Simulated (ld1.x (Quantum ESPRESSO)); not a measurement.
# Si: generating and testing a PAW potential

Task: generate the file, and judge it by its errors in other configurations, its logarithmic derivatives, its ghosts and its cutoff.

Program: ld1.x (Quantum ESPRESSO) 7.5. Reference atom: PBE, scalar-relativistic, spherical and spin-unpolarised. All values are calculated.

### 1 The atom and the settings

The settings as typed:

| Quantity | Value |
| --- | --- |
| element | silicon (Si, Z = 14) |
| type | PAW |
| frozen core | [Ne] |
| valence charge | 4 |
| reference configuration | 3s1 3p3 |
| partial waves | 3s (bound): rcut 1.35, rcutus 1.85 bohr; 3s channel at 0.75 Ry: rcut 1.35, rcutus 1.85 bohr; 3p (bound): rcut 1.85, rcutus 1.95 bohr; 3p channel at 3.55 Ry: rcut 1.85, rcutus 1.95 bohr; 3d channel at -0.1 Ry: rcut 1.50, rcutus 1.75 bohr; 3d channel at 1.95 Ry: rcut 1.50, rcutus 1.75 bohr |
| local potential | all-electron potential smoothed inside 1.45 bohr (lloc = -1) |
| core correction | Bessel-smoothed model core, default radius (core density twice the valence density) |
| augmentation charge | PSQ, inside the norm-conserving radii |

The nodes and maxima of the atom's own shells, from an earlier all-electron run, set the scale for the radii.

All-electron outer shells of the reference configuration (PBE, scalar-relativistic, ld1.x):

```json
{"shell": "2s", "level (eV)": "-141.15", "outermost node (bohr)": "0.15", "outermost maximum (bohr)": "0.45"}
{"shell": "2p", "level (eV)": "-97.20", "outermost node (bohr)": "–", "outermost maximum (bohr)": "0.39"}
{"shell": "3s", "level (eV)": "-11.56", "outermost node (bohr)": "0.72", "outermost maximum (bohr)": "1.77"}
{"shell": "3p", "level (eV)": "-4.67", "outermost node (bohr)": "0.72", "outermost maximum (bohr)": "2.11"}
```

### 2 Generating the potential

Contents of Si.in:

```
 &input
   title='Si', zed=14., rel=1, dft='PBE', iswitch=3,
   config='[Ne] 3s1 3p3 3d-2',
   nld=3, rlderiv=2.15, eminld=-3.0, emaxld=5.0, deld=0.02
 /
 &inputp
   pseudotype=3, lpaw=.true., tm=.true., lloc=-1, rcloc=1.45,
   nlcc=.true., new_core_ps=.true.,
   which_augfun='PSQ', rmatch_augfun_nc=.true.,
   file_pseudopw='Si.UPF', file_wfcaegen='ae.wfc', file_wfcncgen='nc.wfc', file_beta='beta', file_chi='chi', file_wfcusgen='us.wfc'
 /
6
3S  1  0   1.00   0.00  1.35  1.85  0.0
3S  1  0   0.00   0.75  1.35  1.85  0.0
3P  2  1   3.00   0.00  1.85  1.95  0.0
3P  2  1   0.00   3.55  1.85  1.95  0.0
3D  3  2  -2.00  -0.10  1.50  1.75  0.0
3D  3  2  -2.00   1.95  1.50  1.75  0.0
 &test
   configts(1)='3s1 3p3'
 /
```

Run with:

```bash
$ ld1.x < Si.in > Si.out
```

Output in Si.out (without the banner and most projector matrices):

```text
     Program LD1 v.7.5
     --------------------------- All-electron run ----------------------------

     Si
     scalar relativistic calculation

     atomic number is 14.00
     dft =PBE   lsd =0 sic =0 latt =0  beta=0.20 tr2=1.0E-14
     Exchange-correlation= PBE
                           (   1   4   3   4   0   0   0)
     mesh =1141 r(mesh) = 100.57892 a.u. xmin = -7.00 dx = 0.01250
     1 Ry =  13.60569312 eV, c = 137.03599908

     n l     nl                  e(Ry)          e(Ha)          e(eV)
     1 0     1S 1( 2.00)      -131.3894       -65.6947     -1787.6441
     2 0     2S 1( 2.00)       -10.3747        -5.1874      -141.1556
     2 1     2P 1( 6.00)        -7.1443        -3.5722       -97.2036
     3 0     3S 1( 1.00)        -0.8498        -0.4249       -11.5616
     3 1     3P 1( 3.00)        -0.3431        -0.1716        -4.6687

     final scf error:  1.8E-15 reached in  26 iterations

     Etot =    -579.174028 Ry,    -289.587014 Ha,   -7880.064086 eV

     Ekin =     580.604707 Ry,     290.302354 Ha,    7899.529475 eV
     Encl =   -1381.454060 Ry,    -690.727030 Ha,  -18795.639997 eV
     Eh   =     262.878063 Ry,     131.439032 Ha,    3576.638259 eV
     Exc  =     -41.202739 Ry,     -20.601370 Ha,    -560.591823 eV

     normalization and overlap integrals

     s(1S/1S) =  1.000000  <r> =   0.1113  <r2> =    0.0167  r(max) =   0.0723
     s(2S/2S) =  1.000000  <r> =   0.5677  <r2> =    0.3852  r(max) =   0.4543
     s(2P/2P) =  1.000000  <r> =   0.5372  <r2> =    0.3642  r(max) =   0.3861
     s(3S/3S) =  1.000000  <r> =   2.1350  <r2> =    5.3027  r(max) =   1.7744
     s(3P/3P) =  1.000000  <r> =   2.7076  <r2> =    8.7846  r(max) =   2.1137

     ------------------------ End of All-electron run ------------------------

     --------------------- Generating PAW atomic setup --------------------

      Generating local potential from pseudized AE potential:
      Matching radius rcloc =   1.4500

      Local pseudo, rcloc= 1.435 Estimated cut-off energy=    11.30 Ry

      Computing core charge for nlcc:

       r > 1.15 : true rho core
      Core charge pseudized with two Bessel functions
      Integrated core pseudo-charge :   3.97
      Wfc-us  3S rcutus= 1.842  Estimated cut-off energy=    13.24 Ry
      Wfc-us  3S rcutus= 1.842  Estimated cut-off energy=    16.50 Ry
      Wfc-us  3P rcutus= 1.937  Estimated cut-off energy=    19.67 Ry
      Wfc-us  3P rcutus= 1.937  Estimated cut-off energy=    33.28 Ry
      Wfc-us  3D rcutus= 1.752  Estimated cut-off energy=    34.11 Ry
      Wfc-us  3D rcutus= 1.752  Estimated cut-off energy=    37.55 Ry

     Required augmentation: PSQ   radius:    1.950000

     Q pseudized with Bessel functions
     Expected ecutrho=     176.7314 due to l1=  2   l2=  2

     Estimated PAW energy =  -45.837245 Ryd

     The PAW screened D coefficients
     0.99786     0.94312     0.00000     0.00000     0.00000     0.00000
     0.94312     0.89829     0.00000     0.00000     0.00000     0.00000
     0.00000     0.00000     0.22436     0.29615     0.00000     0.00000
     0.00000     0.00000     0.29615     0.44185     0.00000     0.00000
     0.00000     0.00000     0.00000     0.00000    -0.09373    -0.11813
     0.00000     0.00000     0.00000     0.00000    -0.11813    -0.12762

     The PAW descreened D coefficients (US)
     0.62021     0.54492     0.00000     0.00000     0.00000     0.00000
     0.54492     0.48136     0.00000     0.00000     0.00000     0.00000
     0.00000     0.00000     0.22511     0.20766     0.00000     0.00000
     0.00000     0.00000     0.20766     0.14317     0.00000     0.00000
     0.00000     0.00000     0.00000     0.00000    -0.04851    -0.03622
     0.00000     0.00000     0.00000     0.00000    -0.03622     0.01120

     ------------------- End of pseudopotential generation -------------------

     [... the all-electron block is printed once more ...]


     Computing logarithmic derivative in   2.15375
     Computing logarithmic derivative in   2.15375
     Computing the partial wave expansion
     R is outside the sphere for l=    0 j= 0.00
     R is outside the sphere for l=    0 j= 0.00
     R is outside the sphere for l=    1 j= 0.00
     R is outside the sphere for l=    1 j= 0.00
     R is outside the sphere for l=    2 j= 0.00
     R is outside the sphere for l=    2 j= 0.00

     ---------------------- Testing the pseudopotential ----------------------

     Si
     scalar relativistic calculation

     atomic number is 14.00   valence charge is  4.00
     dft = SLA  PW   PBX  PBC   lsd =0 sic =0 latt =0  beta=0.20 tr2=1.0E-14
     mesh =1141 r(mesh) = 100.57892 xmin = -7.00 dx = 0.01250

     n l     nl             e AE (Ry)        e PS (Ry)    De AE-PS (Ry)
     1 0     3S   1( 1.00)       -0.84977       -0.84977        0.00000
     2 1     3P   1( 3.00)       -0.34314       -0.34314        0.00000

     eps = 1.2E-15  iter =  3

     Etot =    -579.174028 Ry,    -289.587014 Ha,   -7880.064086 eV
     Etotps =   -45.837251 Ry,     -22.918626 Ha,    -623.647575 eV

     Ekin =       9.703287 Ry,       4.851643 Ha,     132.019945 eV
     Encl =     -20.017481 Ry,     -10.008741 Ha,    -272.351707 eV
     Ehrt =       5.679681 Ry,       2.839840 Ha,      77.275996 eV
     Ecxc =     -41.202738 Ry,     -20.601369 Ha,    -560.591809 eV
     (Ecc =      -6.548414 Ry,      -3.274207 Ha,     -89.095718 eV)

     ---------------------- End of pseudopotential test ----------------------
```

Run time: 2.8 s. Hardware: 1 thread, shared host. (Generation and the later configuration tests together.)

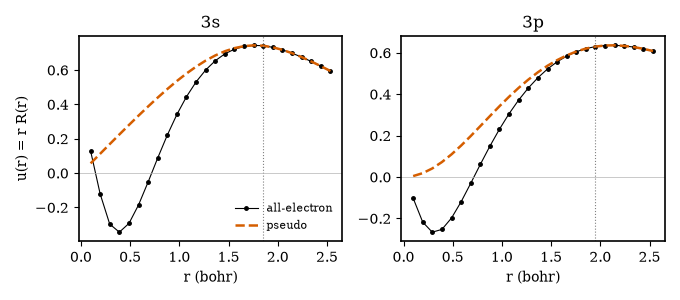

All-electron and pseudo partial waves (3s, 3p), with the matching radii dotted. The curves join 26 sampled radii.

### 3 Transferability test

Contents of Si.test.in:

```
 &input
   title='Si', zed=14., rel=1, dft='PBE', iswitch=2,
   config='[Ne] 3s1 3p3 3d-2'
 /
 &test
   file_pseudo='Si.UPF', nconf=8,
   configts(1)='3s1 3p3',
   configts(2)='3s2 3p2',
   configts(3)='3s2 3p1',
   configts(4)='3s2 3p0',
   configts(5)='3s0 3p4',
   configts(6)='3s1 3p2',
   configts(7)='3s2 3p1.5',
   configts(8)='3s2 3p2.3'
 /
```

Run with:

```bash
$ ld1.x < Si.test.in > Si.test.out
```

Si.test.out, the pseudopotential blocks:

```text
     ---------------------- Testing the pseudopotential ----------------------

     Si
     scalar relativistic calculation

     atomic number is 14.00   valence charge is  4.00
     dft =SLA  PW   PBX  PBC   lsd =0 sic =0 latt =0  beta=0.20 tr2=1.0E-14
     mesh =1141 r(mesh) = 100.57892 xmin = -7.00 dx = 0.01250

     n l     nl             e AE (Ry)        e PS (Ry)    De AE-PS (Ry)
     1 0     3S   1( 1.00)       -0.84977       -0.84977        0.00000
     2 1     3P   1( 3.00)       -0.34314       -0.34314        0.00000

     eps = 1.2E-15  iter =  3

     Etot =    -579.174028 Ry,    -289.587014 Ha,   -7880.064086 eV
     Etotps =   -45.837251 Ry,     -22.918626 Ha,    -623.647575 eV

     Ekin =       9.703287 Ry,       4.851643 Ha,     132.019945 eV
     Encl =     -20.017481 Ry,     -10.008741 Ha,    -272.351707 eV
     Ehrt =       5.679681 Ry,       2.839840 Ha,      77.275996 eV
     Ecxc =     -41.202738 Ry,     -20.601369 Ha,    -560.591809 eV
     (Ecc =      -6.548414 Ry,      -3.274207 Ha,     -89.095718 eV)

     ---------------------- End of pseudopotential test ----------------------

     ---------------------- Testing the pseudopotential ----------------------

     Si
     [...]
     n l     nl             e AE (Ry)        e PS (Ry)    De AE-PS (Ry)
     1 0     3S   1( 2.00)       -0.79473       -0.79462       -0.00011
     2 1     3P   1( 2.00)       -0.29996       -0.29994       -0.00002

     eps = 3.4E-15  iter =  6

     Etot =    -579.674871 Ry,    -289.837436 Ha,   -7886.878407 eV
     Etotps =   -46.338068 Ry,     -23.169034 Ha,    -630.461533 eV
     dEtot_ae =      -0.500843 Ry
     dEtot_ps =      -0.500817 Ry,   Delta E=      -0.000027 Ry

     [...]
     ---------------------- End of pseudopotential test ----------------------

     ---------------------- Testing the pseudopotential ----------------------

     Si
     [...]
     n l     nl             e AE (Ry)        e PS (Ry)    De AE-PS (Ry)
     1 0     3S   1( 2.00)       -1.39899       -1.39899       -0.00001
     2 1     3P   1( 1.00)       -0.85670       -0.85669       -0.00000

     eps = 4.8E-15  iter =  9

     Etot =    -579.105988 Ry,    -289.552994 Ha,   -7879.138356 eV
     Etotps =   -45.769200 Ry,     -22.884600 Ha,    -622.721683 eV
     dEtot_ae =       0.068040 Ry
     dEtot_ps =       0.068052 Ry,   Delta E=      -0.000012 Ry

     [...]
     ---------------------- End of pseudopotential test ----------------------

     ---------------------- Testing the pseudopotential ----------------------

     Si
     [...]
     n l     nl             e AE (Ry)        e PS (Ry)    De AE-PS (Ry)
     1 0     3S   1( 2.00)       -2.09735       -2.09848        0.00114
     2 1     3P   1( 0.00)       -1.50702       -1.50800        0.00099

     eps = 1.5E-15  iter =  8

     Etot =    -577.930541 Ry,    -288.965270 Ha,   -7863.145587 eV
     Etotps =   -44.593352 Ry,     -22.296676 Ha,    -606.723462 eV
     dEtot_ae =       1.243487 Ry
     dEtot_ps =       1.243899 Ry,   Delta E=      -0.000413 Ry

     [...]
     ---------------------- End of pseudopotential test ----------------------

     ---------------------- Testing the pseudopotential ----------------------

     Si
     [...]
     n l     nl             e AE (Ry)        e PS (Ry)    De AE-PS (Ry)
     1 0     3S   1( 0.00)       -0.89898       -0.89909        0.00011
     2 1     3P   1( 4.00)       -0.38210       -0.38213        0.00003

     eps = 5.5E-15  iter =  9

     Etot =    -578.662175 Ry,    -289.331088 Ha,   -7873.099979 eV
     Etotps =   -45.325345 Ry,     -22.662672 Ha,    -616.682733 eV
     dEtot_ae =       0.511852 Ry
     dEtot_ps =       0.511906 Ry,   Delta E=      -0.000054 Ry

     [...]
     ---------------------- End of pseudopotential test ----------------------

     ---------------------- Testing the pseudopotential ----------------------

     Si
     [...]
     n l     nl             e AE (Ry)        e PS (Ry)    De AE-PS (Ry)
     1 0     3S   1( 1.00)       -1.45287       -1.45306        0.00019
     2 1     3P   1( 2.00)       -0.90305       -0.90317        0.00012

     eps = 9.8E-15  iter =  8

     Etot =    -578.559853 Ry,    -289.279926 Ha,   -7871.707807 eV
     Etotps =   -45.223020 Ry,     -22.611510 Ha,    -615.290529 eV
     dEtot_ae =       0.614175 Ry
     dEtot_ps =       0.614232 Ry,   Delta E=      -0.000056 Ry

     [...]
     ---------------------- End of pseudopotential test ----------------------

     ---------------------- Testing the pseudopotential ----------------------

     Si
     [...]
     n l     nl             e AE (Ry)        e PS (Ry)    De AE-PS (Ry)
     1 0     3S   1( 2.00)       -1.08246       -1.08234       -0.00011
     2 1     3P   1( 1.50)       -0.56422       -0.56416       -0.00006

     eps = 2.1E-15  iter =  9

     Etot =    -579.460145 Ry,    -289.730073 Ha,   -7883.956911 eV
     Etotps =   -46.123353 Ry,     -23.061677 Ha,    -627.540193 eV
     dEtot_ae =      -0.286117 Ry
     dEtot_ps =      -0.286102 Ry,   Delta E=      -0.000015 Ry

     [...]
     ---------------------- End of pseudopotential test ----------------------

     ---------------------- Testing the pseudopotential ----------------------

     Si
     [...]
     n l     nl             e AE (Ry)        e PS (Ry)    De AE-PS (Ry)
     1 0     3S   1( 2.00)       -0.63967       -0.63958       -0.00009
     2 1     3P   1( 2.30)       -0.15822       -0.15823        0.00000

     eps = 8.7E-15  iter =  5

     Etot =    -579.743236 Ry,    -289.871618 Ha,   -7887.808558 eV
     Etotps =   -46.406433 Ry,     -23.203217 Ha,    -631.391690 eV
     dEtot_ae =      -0.569208 Ry
     dEtot_ps =      -0.569182 Ry,   Delta E=      -0.000026 Ry

     [...]
     ---------------------- End of pseudopotential test ----------------------
```

Energies count from the reference configuration 3s1 3p3; the error is all-electron less pseudo. The frozen-core shift comes from a second all-electron run, not shown, with the core orbitals held at their reference shape; it is that run's ΔE less the relaxed one.

| valence configuration | charge | ΔE all-electron (eV) | error AE − PS (meV) | frozen-core shift (meV) |
| --- | --- | --- | --- | --- |
| 3s2 3p2 | 0 | -6.814 | -0.4 | +0.8 |
| 3s2 3p1 | +1 | 0.926 | -0.2 | +0.4 |
| 3s2 3p0 | +2 | 16.919 | -5.6 | +5.9 |
| 3s0 3p4 | 0 | 6.964 | -0.7 | +0.9 |
| 3s1 3p2 | +1 | 8.356 | -0.8 | +1.0 |
| 3s2 3p1.5 | +0.5 | -3.893 | -0.2 | +0.5 |
| 3s2 3p2.3 | -0.3 | -7.744 | -0.4 | +0.9 |

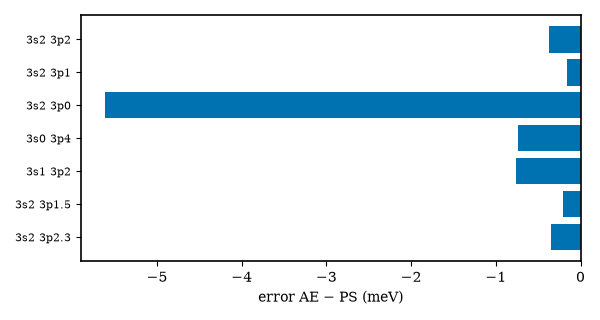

Error of the potential in each test configuration.

### 4 Scattering by logarithmic derivatives

Taken from the files of the generation run. The phase is arctan(r·u′/u) with u = r·R, unwrapped, with energies in Ry. A pole is an energy at which the radial function vanishes at the test radius. The pseudo phase is shifted by a multiple of π to meet the all-electron one at the reference energy. Levels narrower than the energy grid can be missing from the poles. The last column is the largest difference on the grid between −1 and +1 Ry.

```tsv
channel	radius (bohr)	reference (Ry)	poles AE	poles PS	window around the reference with phases within 0.05 rad (Ry)	largest difference near zero (rad)
s	2.15	-0.85	1.26	1.26	below 4.9	0.000
p	2.15	-0.34	2.22	2.22	the whole range	0.000
d	2.15	-0.10	3.01	3.01	the whole range	0.000
```

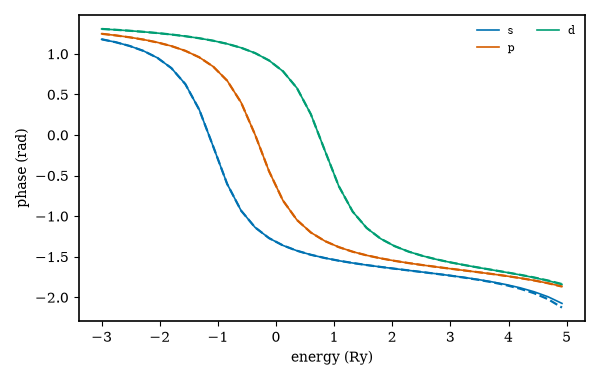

Phases by channel: all-electron solid, pseudo dashed.

### 5 Plane-wave convergence, by spherical Bessel functions

This step uses the generator's waves and projectors in a separate script. Basis: spherical Bessel functions vanishing at 20 bohr, q² up to the cutoff; potential fixed at the reference.

All-electron valence levels (Ry): 3s -0.8498, 3p -0.3431. The lowest levels of each channel (Ry) by cutoff; the last column sums, over occupied levels, occupation times the distance from the level at 400 Ry. A positive value at high cutoff is not a bound level.

| cutoff (Ry) | s #1 | p #1 | d #1 | f #1 | Σ f·Δε (mRy) |
| --- | --- | --- | --- | --- | --- |
| 8 | -0.8479 | -0.3408 | 0.0535 | 0.1100 | 8.9 |
| 10 | -0.8492 | -0.3422 | 0.0533 | 0.1100 | 3.6 |
| 12 | -0.8496 | -0.3427 | 0.0531 | 0.1100 | 1.7 |
| 15 | -0.8496 | -0.3430 | 0.0530 | 0.1100 | 0.8 |
| 18 | -0.8497 | -0.3431 | 0.0529 | 0.1100 | 0.5 |
| 21 | -0.8497 | -0.3431 | 0.0528 | 0.1100 | 0.2 |
| 400 | -0.8498 | -0.3432 | 0.0528 | 0.1100 | 0.0 |

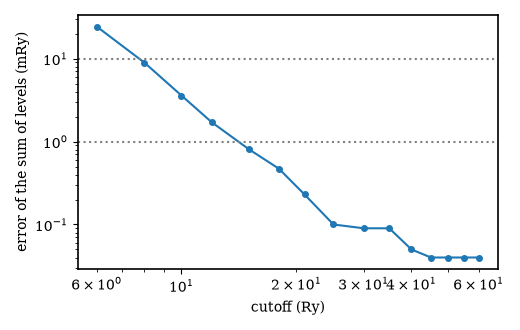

Occupation-weighted error of the valence levels against the cutoff; the dotted lines mark 10 and 1 mRy.

The sum stays within 10 mRy from 8 Ry and within 1 mRy from 15 Ry. The sum leaves out empty levels, which can need more. Ghost test: no level below the all-electron spectrum of its channel (s, p, d, f tested).

### 6 Outcome

| quantity | value |
| --- | --- |
| cutoffs for 10 and 1 mRy, occupied levels | 8 Ry and 15 Ry |
| bound ghosts | none found |
| largest test error (AE − PS) | -5.6 meV, for 3s2 3p0 |
| largest phase difference near zero energy, channels read | 0.000 rad |
| lowest eigenvalue of the overlap (Bessel basis) | 0.442 (s) |
| density cutoff estimated by the generator | 177 Ry |

The worst unpolarised test, 3s2 3p0, is off by 5.6 meV on 16.9 eV; by total energies transferability rates as good. Freezing the core accounts for most of it. It counts as soft on the atom at that tolerance, with 8 Ry needed at the looser tolerance. The Bessel-basis test finds no level below the valence levels. Near zero energy the phases of the channels with partial waves agree within 0.001 rad. All of this concerns the isolated atom, not yet a solid.
